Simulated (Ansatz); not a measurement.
# GeH5N···HF: what the fields show

| atom | x (Å) | y (Å) | z (Å) |
| --- | --- | --- | --- |
| Ge | -0.4914 | -0.0645 | -0.4052 |
| F | -0.0396 | 0.6168 | 2.5666 |
| H | 0.5912 | -1.0410 | 0.0494 |
| H | -0.0191 | 1.3878 | -0.4224 |
| H | -1.0243 | -0.4686 | -1.7952 |
| N | -1.8454 | -0.1518 | 0.8918 |
| H | -2.2354 | -1.0894 | 0.9958 |
| H | -2.6222 | 0.4803 | 0.6946 |
| H | -0.8402 | 0.3304 | 2.1118 |

All numbers below come from RKS r2SCAN-D4/def2-SVP (Ansatz).

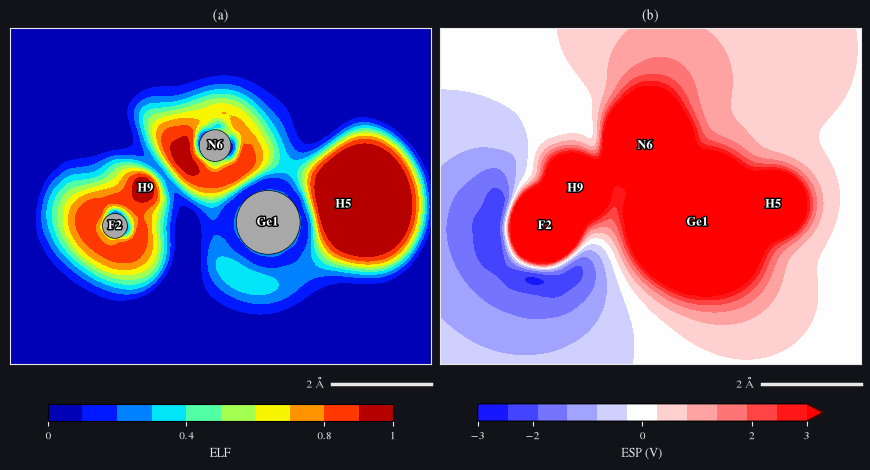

Figure 1. (a) ELF; (b) molecular electrostatic potential on the plane of atoms H5, Ge1 and N6. Grey discs cover the atomic cores in the ELF map.

Question: Read the bonding off the picture.

Answer: The plane passes through Ge, F, H and N nuclei. N6···H9 (1.65 Å): the ELF dips to about 0.25 between them: by its geometry a hydrogen bond between the two molecules, with no shared pair. Ge–N (1.88 Å): the ELF peaks at about 0.90 in the valence shell of N, 0.6 Å from its nucleus, and is about 0.50 at the midpoint. F–H (0.96 Å): the ELF climbs to about 0.95 towards the hydrogen, as it does in any bond to H; a covalent bond by its length. Ge–H (1.54 Å): the ELF climbs to about 1 towards the hydrogen. The ELF also peaks beside F2, away from the bonds: lone-pair regions. Outside the dense part of the complex the potential is most negative (−2.6 V) near F2.

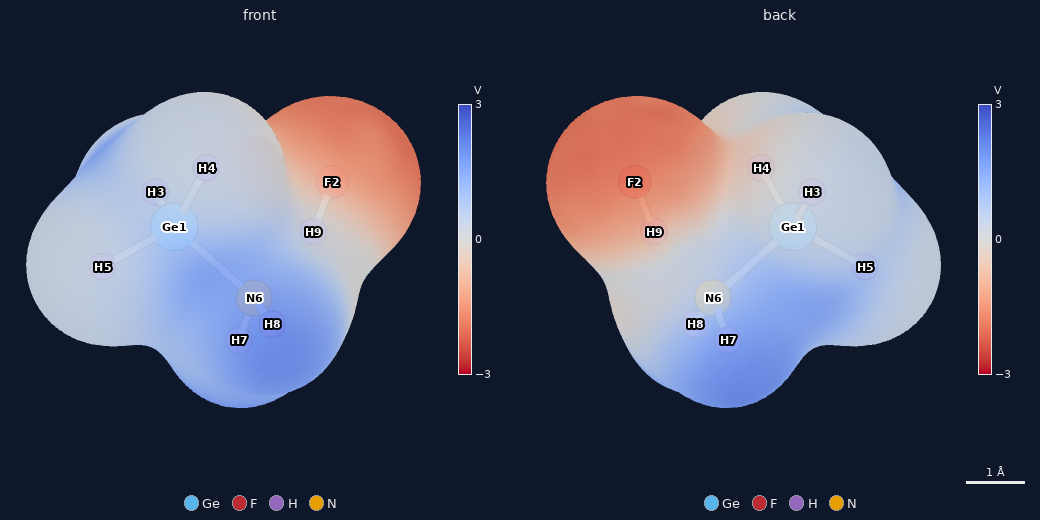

Figure 2. The electrostatic potential painted on the density surface at 0.002 e/bohr³, seen from the front and from behind; red is negative and blue positive.

Question: Describe the electrostatic potential map.

Answer: The most negative region (about −2.0 V) lies over F2, the most positive (about +2.0 V) over H7 and H8.

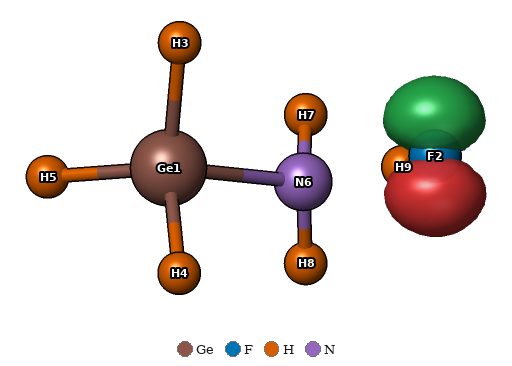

Figure 3. The HOMO−1 at ±0.4 Å⁻³ᐟ² (green and red are the two phases), seen from one side.

Question: Describe this orbital and give its energy.

Answer: It lies mainly on F2 (about 95 %); largely a lone pair of F2. Its energy is −7.69 eV.
